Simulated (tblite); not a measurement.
**CHBF2S: molecular dynamics (part 2 of 2)**

Continued. System: CHBF2S, SMILES FB(F)C=S. Method: GFN2-xTB Langevin dynamics, gas phase (tblite 0.8.0). It belongs to a series of runs on one base structure; here: H on C replaced by BF2.

Geometry of the input (Å):
```
F  1.2450  1.3443  0.0238
B  0.7686  0.1250  0.1024
F  1.6646  -0.8050  0.3602
C  -0.7364  -0.2329  -0.0908
S  -1.9101  0.8484  -0.4043
H  -1.0287  -1.2779  -0.0129
```

## Trajectory as extended XYZ, continued
```
6
Properties=species:S:1:pos:R:3:forces:R:3 step=23 time_fs=575.0 energy=-452.62142 temperature=318.4
F     0.5363    0.7833    0.6239   -0.2568  -1.3825  -0.6843
B     0.3200   -0.3657   -0.0572    0.1008   1.0006   0.1287
F     0.8521   -1.4566    0.4213    0.2843  -0.0495   0.4318
C    -0.5244   -0.4691   -1.3733   -1.3380   1.5715   1.1345
S    -2.0429    0.1951   -1.3876    0.9066  -0.5251  -0.1288
H    -0.1562   -0.8954   -2.2612    0.3030  -0.6150  -0.8819
6
Properties=species:S:1:pos:R:3:forces:R:3 step=24 time_fs=600.0 energy=-452.60944 temperature=349.2
F     0.3334    0.8640    0.5107    0.4385  -0.8818   0.3408
B     0.3139   -0.3594   -0.0353   -0.5061   1.6097  -0.0178
F     0.9384   -1.3473    0.5142    0.4381  -0.2384   0.4846
C    -0.5173   -0.4503   -1.3219   -0.4260  -0.8090  -1.5224
S    -2.0365    0.1431   -1.4587    0.5189  -0.1680  -0.0086
H    -0.0969   -1.0021   -2.2104   -0.4635   0.4875   0.7235
6
Properties=species:S:1:pos:R:3:forces:R:3 step=25 time_fs=625.0 energy=-452.56909 temperature=334.3
F     0.2751    0.7878    0.4923   -0.5228   0.7900  -0.1147
B     0.2142   -0.3959   -0.0674    0.4756   0.3876   0.0386
F     0.9983   -1.1773    0.6391   -0.1131  -1.0277  -0.4644
C    -0.5978   -0.5921   -1.3995   -0.9232   0.2263  -0.1551
S    -2.0753    0.1385   -1.5650    0.8900  -0.4096   0.1734
H    -0.2905   -1.1546   -2.2888    0.1936   0.0334   0.5222
6
Properties=species:S:1:pos:R:3:forces:R:3 step=26 time_fs=650.0 energy=-452.69249 temperature=564.0
F     0.1710    0.8901    0.3949   -0.0797   0.3051   0.1590
B     0.1930   -0.3282   -0.0617    0.2032  -0.7366  -0.4384
F     1.0092   -1.1435    0.6039   -0.4455   0.2414  -0.4036
C    -0.6583   -0.7509   -1.3351   -1.0581   1.2186   0.5640
S    -2.0753    0.0449   -1.6893    1.0187  -0.5255   0.2786
H    -0.4223   -1.5433   -2.0078    0.3614  -0.5029  -0.1596
6
Properties=species:S:1:pos:R:3:forces:R:3 step=27 time_fs=675.0 energy=-452.55778 temperature=516.9
F     0.2036    1.0120    0.3271    0.3976   0.4314   0.3615
B     0.2603   -0.1914   -0.1428    1.1351  -1.0229   1.3134
F     1.0318   -1.1340    0.4617   -0.1014   1.2296  -0.0110
C    -0.6503   -0.7949   -1.1489   -2.0530   0.1293  -1.5865
S    -2.0087   -0.0833   -1.7668    0.6410  -0.3448   0.2016
H    -0.5104   -1.8410   -1.3475   -0.0194  -0.4226  -0.2791
6
Properties=species:S:1:pos:R:3:forces:R:3 step=28 time_fs=700.0 energy=-452.50738 temperature=431.9
F     0.3121    1.0499    0.2799   -0.3292  -1.2555  -1.1249
B     0.2921   -0.1947   -0.2300    1.0944  -0.7059   2.2378
F     1.2016   -0.9774    0.4532   -0.8159   0.9254  -0.9548
C    -0.7174   -0.9993   -1.1199   -0.0014   0.7189  -0.6786
S    -1.9576   -0.1937   -1.8434    0.3151  -0.6324   0.2122
H    -0.5374   -2.0791   -1.3462   -0.2630   0.9495   0.3082
6
Properties=species:S:1:pos:R:3:forces:R:3 step=29 time_fs=725.0 energy=-452.55393 temperature=239.2
F     0.3056    0.9505    0.1001   -0.1539   1.7961   0.4795
B     0.2971   -0.3116   -0.0985    1.1308  -0.9261  -0.2158
F     1.3822   -0.8947    0.4582   -1.1694  -0.0880  -0.5287
C    -0.7124   -0.9196   -1.1115    0.4474  -2.7707   0.1212
S    -1.9190   -0.2681   -1.9465   -0.4152   0.7502  -0.2019
H    -0.6192   -2.0461   -1.3071    0.1604   1.2385   0.3457
6
Properties=species:S:1:pos:R:3:forces:R:3 step=30 time_fs=750.0 energy=-452.69184 temperature=328.2
F     0.3280    1.0307   -0.0115    0.3399  -0.1939   0.0597
B     0.3989   -0.2590   -0.2042   -0.4790  -1.3955   0.0053
F     1.3697   -0.9756    0.3824   -0.4907   0.8972  -0.3396
C    -0.7158   -1.0699   -1.0223    0.1199   0.7802  -0.3478
S    -1.8339   -0.3316   -1.9688    0.2658  -0.0876   0.3196
H    -0.7374   -2.1530   -1.0827    0.2442  -0.0003   0.3029
6
Properties=species:S:1:pos:R:3:forces:R:3 step=31 time_fs=775.0 energy=-452.63924 temperature=255.3
F     0.4146    1.0142   -0.1048    0.0039   1.0439  -0.0397
B     0.3530   -0.2624   -0.2398    0.0363  -1.0141   0.2129
F     1.2977   -0.9492    0.3421    0.9283  -0.1797   0.5215
C    -0.7369   -1.0928   -0.9259   -0.4936   1.8952  -0.6299
S    -1.7825   -0.3884   -1.9474   -0.4555   0.1294  -0.4559
H    -0.8831   -2.0995   -0.7402   -0.0192  -1.8748   0.3911
6
Properties=species:S:1:pos:R:3:forces:R:3 step=32 time_fs=800.0 energy=-452.61126 temperature=234.4
F     0.5008    0.9522   -0.0970   -0.1911   0.5647   0.1190
B     0.3526   -0.3358   -0.1044   -0.7857  -0.9695  -1.2250
F     1.3823   -0.9922    0.3822   -0.1637  -0.2059   0.1513
C    -0.8114   -1.1184   -0.9621    0.2759   2.2736  -0.1418
S    -1.8706   -0.3946   -2.0163    0.8971  -0.5144   1.0108
H    -0.7646   -2.1684   -0.9849   -0.0324  -1.1486   0.0856
6
Properties=species:S:1:pos:R:3:forces:R:3 step=33 time_fs=825.0 energy=-452.71542 temperature=311.5
F     0.5364    0.8896   -0.1351    0.1459   1.8119  -0.0317
B     0.3927   -0.3723   -0.2075   -0.4851  -1.7560  -0.0404
F     1.3018   -1.0582    0.4638   -0.0522  -0.1406  -0.0957
C    -0.7988   -1.1051   -0.9489    0.7281  -0.9009   0.5683
S    -1.8607   -0.4072   -1.9416   -0.2406   0.1009  -0.1741
H    -0.8585   -2.2119   -0.7703   -0.0961   0.8847  -0.2264
6
Properties=species:S:1:pos:R:3:forces:R:3 step=34 time_fs=850.0 energy=-452.66566 temperature=237.5
F     0.5305    0.8672   -0.2692    0.5641   0.4740   0.1785
B     0.4054   -0.4201   -0.2402   -0.7658  -1.2236   0.2841
F     1.1699   -1.1743    0.5417    0.1279   0.6726  -0.2277
C    -0.8074   -1.1258   -0.9521    1.1690  -1.4869   0.7773
S    -1.8342   -0.3633   -1.8954   -1.1030   0.6327  -0.9036
H    -0.9178   -2.2357   -0.8037    0.0079   0.9311  -0.1085
6
Properties=species:S:1:pos:R:3:forces:R:3 step=35 time_fs=875.0 energy=-452.63349 temperature=328.2
F     0.6642    0.7528   -0.3159   -0.0784  -0.3294   0.2286
B     0.3663   -0.5175   -0.1736    0.2714  -1.0222  -0.3112
F     1.1984   -1.2297    0.6245   -0.9713   0.7959  -0.7672
C    -0.8132   -1.2324   -1.0518    1.5613   0.0695   1.6884
S    -1.8795   -0.3405   -1.8521   -0.5145   0.0168  -0.4639
H    -0.8547   -2.3298   -0.9533   -0.2683   0.4694  -0.3747
6
Properties=species:S:1:pos:R:3:forces:R:3 step=36 time_fs=900.0 energy=-452.59793 temperature=278.2
F     0.7563    0.5780   -0.3039    0.5258   1.2418  -0.0328
B     0.4358   -0.6743   -0.1892   -0.6468   1.1178  -0.2164
F     1.1645   -1.3069    0.6620    0.5004  -1.0323   0.6313
C    -0.7384   -1.1842   -1.0319   -0.0582  -0.1699  -0.2396
S    -1.8879   -0.3639   -1.8389    0.1512  -0.0410   0.2064
H    -0.6518   -2.2327   -1.1746   -0.4723  -1.1164  -0.3490
6
Properties=species:S:1:pos:R:3:forces:R:3 step=37 time_fs=925.0 energy=-452.58641 temperature=180.0
F     0.8669    0.6418   -0.3071   -0.3879  -1.7322   0.5836
B     0.4820   -0.6498   -0.1142   -0.9135   0.8705  -1.8343
F     1.2005   -1.4357    0.6269    0.3350   0.1602   0.3866
C    -0.7200   -1.3088   -1.0228    0.4911   2.1219   0.5123
S    -1.8412   -0.4120   -1.8297    0.6298  -0.6436   0.4578
H    -0.7200   -2.3655   -1.1107   -0.1544  -0.7767  -0.1060
6
Properties=species:S:1:pos:R:3:forces:R:3 step=38 time_fs=950.0 energy=-452.64992 temperature=240.7
F     0.9557    0.5630   -0.1885   -0.0432   0.6016  -0.2653
B     0.5206   -0.6713   -0.1902   -0.0211   1.2399  -0.4408
F     1.1789   -1.4055    0.6250    0.8270  -1.3471   1.1098
C    -0.6654   -1.2135   -0.9824    0.3209  -1.9561   0.9063
S    -1.7436   -0.4481   -1.8541   -1.1291   0.9602  -1.0506
H    -0.8382   -2.2993   -0.7893    0.0455   0.5016  -0.2595
6
Properties=species:S:1:pos:R:3:forces:R:3 step=39 time_fs=975.0 energy=-452.67416 temperature=211.3
F     1.0237    0.5806   -0.1127   -0.4642  -1.4499  -0.1305
B     0.5972   -0.7051   -0.1246   -0.2425   1.2091  -0.2087
F     1.1980   -1.4864    0.7388    0.0860   0.0229  -0.0683
C    -0.6483   -1.2531   -0.9489    0.3767  -1.1483   0.9782
S    -1.6669   -0.4574   -1.9103   -0.0936   0.2743  -0.2423
H    -0.9113   -2.3320   -0.7067    0.3375   1.0919  -0.3284
6
Properties=species:S:1:pos:R:3:forces:R:3 step=40 time_fs=1000.0 energy=-452.73747 temperature=326.2
F     1.0493    0.5271   -0.1087   -0.2913  -0.8820   0.3115
B     0.5634   -0.7085    0.0087    0.6940   0.1424  -0.0652
F     1.2188   -1.5451    0.8179   -0.3074   0.7276  -0.3358
C    -0.5888   -1.2716   -0.8762    0.1709  -0.3739   0.4449
S    -1.5271   -0.4465   -1.8936   -0.2968   0.3849  -0.3722
H    -0.7754   -2.3431   -0.7987    0.0306   0.0009   0.0169
```

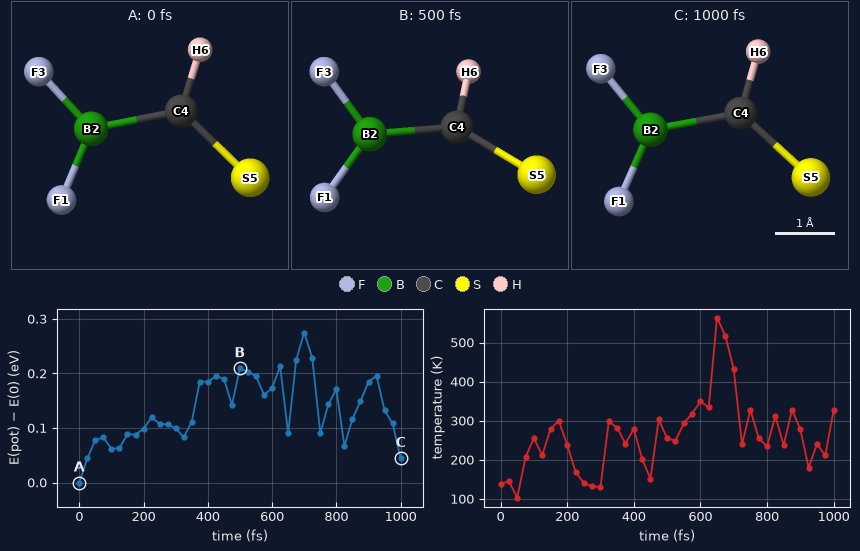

**Figure 1.** Frames of the molecular dynamics (ball-and-stick, seen on its broad side) above the curves, on which the letters mark them. The trajectory kept here has 41 frames over 1000 fs. The temperature starts at 139 K, ranges from 103 to 564 K and averages 309 K over the second half. The potential energy ends 0.045 eV above its first value. After an unweighted best fit of the last frame on the first, the root-mean-square displacement is 0.06 Å.

## Results in brief

```json
{"quantity": "outcome", "value": "finished"}
{"quantity": "mean temperature over the second half", "value": "309 K"}
{"quantity": "trajectory", "value": "41 frames kept, 1000 fs"}
{"quantity": "wall time", "value": "5.7 s"}
{"quantity": "peak memory", "value": "0.18 GiB"}
```
